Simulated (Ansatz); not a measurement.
CH$_{4}$FNOSi

Input file:

```
crystal:
  periodic: [false, false, false]
  atoms:
    - { symbol: "N", position_ang: [0.1161, 0.5816, 1.4766] }
    - { symbol: C, position_ang: [-0.324, -0.6016, 0.7309] }
    - { symbol: O, position_ang: [0.6403, -1.0988, -0.1057] }
    - { symbol: Si, position_ang: [0.4614, -0.4045, -1.4985] }
    - { symbol: F, position_ang: [-0.9696, -0.956, -2.1903] }
    - { symbol: H, position_ang: [1.0577, 0.5836, 1.6975] }
    - { symbol: H, position_ang: [-0.0153, 1.455, 0.8832] }
    - { symbol: H, position_ang: [-1.3321, -0.693, 0.4711] }
    - { symbol: H, position_ang: [0.4539, 1.0873, -1.4818] }
basis:
  gaussian: { orbitals: def2-SVP }
hamiltonian:
  xc: { name: BHLYP }
relax:
  f_tol: 0.015
  max_steps: 40
output:
  orbitals: {}
```

Command:

```sh
ansatz run input.yaml --threads 1 --pin off --max-ram 2048MiB --backend cpu --events-out ev --progress --plain --runs-dir out
```

The fields are those of the run's last geometry, not of the input's.

The calculation used RKS BHLYP/def2-SVP in Ansatz 0.2.0.

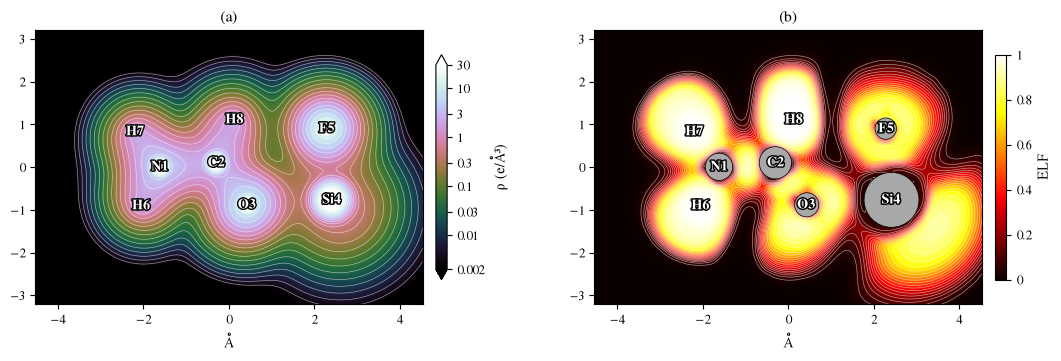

Figure 1. (a) total electron density; (b) ELF on the plane of atoms O3, C2 and H8. Grey discs cover the atomic cores in the ELF map.

Describe what can be read from this map.

Atoms in the plane: N, C, O, Si, F and H.
C–O (1.23 Å): ρ at the midpoint is about 3.2 e/Å³; the ELF peaks at about 0.90 between the atoms (a multiple bond).
C–N (1.32 Å): the density is about 2.6 e/Å³ at the midpoint; the ELF peaks at about 0.95 between the atoms, as expected for localised, covalent bonding.
Si–F (1.68 Å): the density is about 0.86 e/Å³ at the midpoint; the ELF peaks at about 0.85 in the valence shell of F, 0.6 Å from its nucleus, and is about 0.35 at the midpoint.
Si–O (1.99 Å): the density is about 0.49 e/Å³ at the midpoint, with its minimum of 0.38 e/Å³ about 0.8 Å from Si; the ELF peaks at about 0.90 in the valence shell of O, 0.6 Å from its nucleus, and is about 0.55 at the midpoint.
N–H (1.00 Å): the density is about 2.9 e/Å³ at the midpoint; the ELF climbs to about 1 towards the hydrogen, as it does in any bond to H (a covalent bond by its length).
The ELF also peaks beside O3, Si4 and F5, away from the bonds: lone-pair regions.

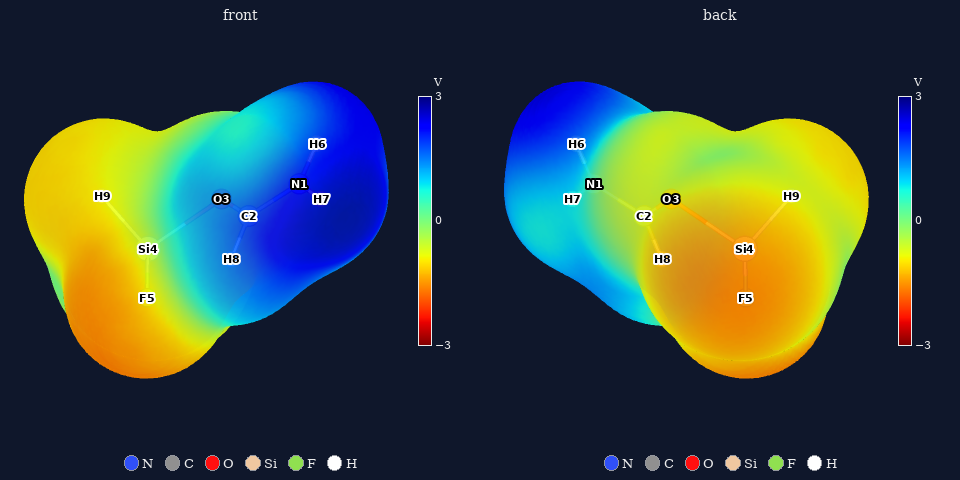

Figure 2. The electrostatic potential painted on the density surface at 0.001 e/bohr³, seen from the front and from behind; the colour scale runs from red (negative) to blue (positive).

Where is the surface potential most negative and most positive?

The most negative region (about −1.7 V, or −39 kcal/mol for a unit charge) lies over Si4 and F5, the most positive (about +2.8 V, or +65 kcal/mol for a unit charge) over H7.

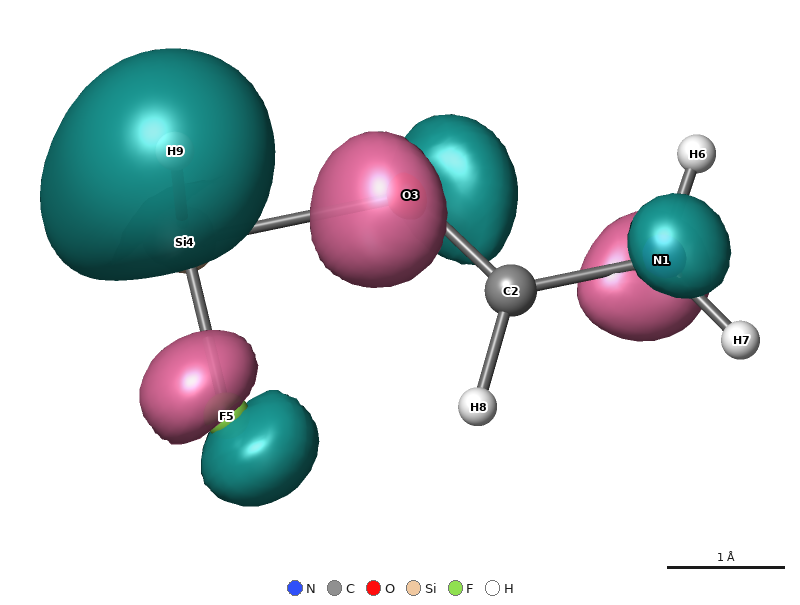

Figure 3. The HOMO−1 at ±0.15 Å⁻³ᐟ² (teal and pink are the two phases), seen across its widest extent.

Where does this orbital lie, and at what energy?

Its weight (Hirshfeld) is mainly on Si4 (about 30 %), H9 (about 25 %), O3 (about 20 %), F5 (about 10 %) and N1 (about 10 %). Its energy is −10.55 eV.

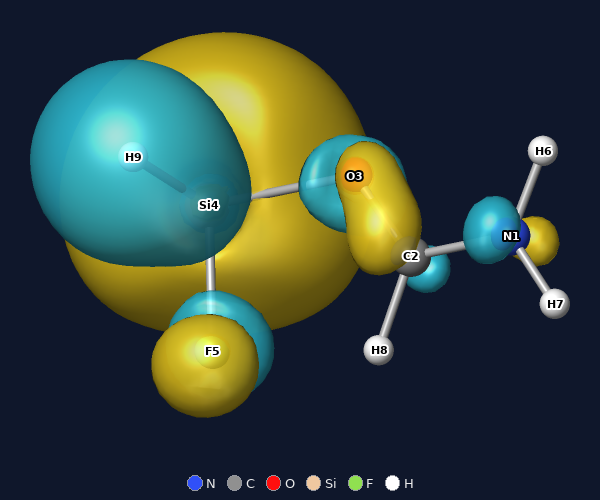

Figure 4. The HOMO at ±0.08 Å⁻³ᐟ² (yellow and cyan are the two phases), seen at a tilt.

What is the character of this orbital?

By Hirshfeld shares it lies mainly on Si4 (about 75 %), H9 (about 15 %) and F5 (about 5 %). Its energy is −6.02 eV.
